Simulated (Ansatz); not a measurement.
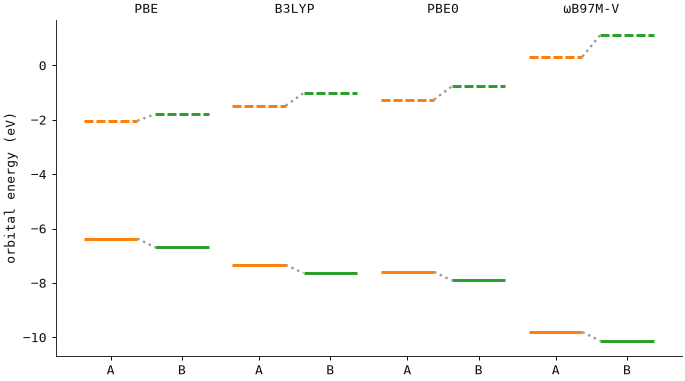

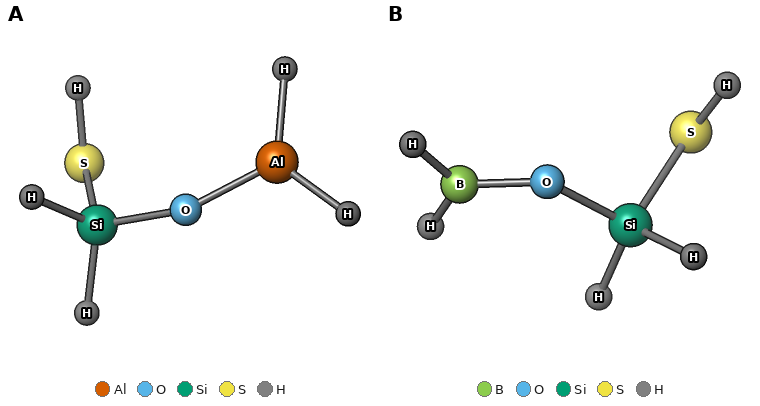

One change: A, AlSiH₅SO (SMILES [AlH2][O][SiH2]S), becomes B, BSiH₅SO (SMILES BO[SiH2]S). AlH₂ on O is replaced by BH₂. HOMO (solid) and LUMO (dashed) computed in def2-TZVPP at PBE0-D4/def2-TZVP geometries, both minima by their frequencies, gas phase, the Ansatz code. Empty levels above zero depend strongly on the basis.

What does the change do to HOMO and LUMO?

PBE: the HOMO falls by 0.32 eV, the LUMO rises by 0.24 eV, and the separation goes from 4.34 to 4.90 eV. B3LYP: the HOMO falls by 0.31 eV, the LUMO rises by 0.47 eV, and the separation goes from 5.85 to 6.63 eV. PBE0: the HOMO falls by 0.32 eV, the LUMO rises by 0.49 eV, and the separation goes from 6.34 to 7.14 eV. ωB97M-V: the HOMO falls by 0.31 eV, the LUMO rises by 0.80 eV, and the separation goes from 10.13 to 11.25 eV.

Do the functionals agree on the effect?

They agree on the direction for both levels; the HOMO shift lies between −0.32 and −0.31 eV and the LUMO shift between 0.24 and 0.80 eV, while the separations themselves differ by up to 6.3 eV between functionals.

Note: one conformer of each flexible molecule.
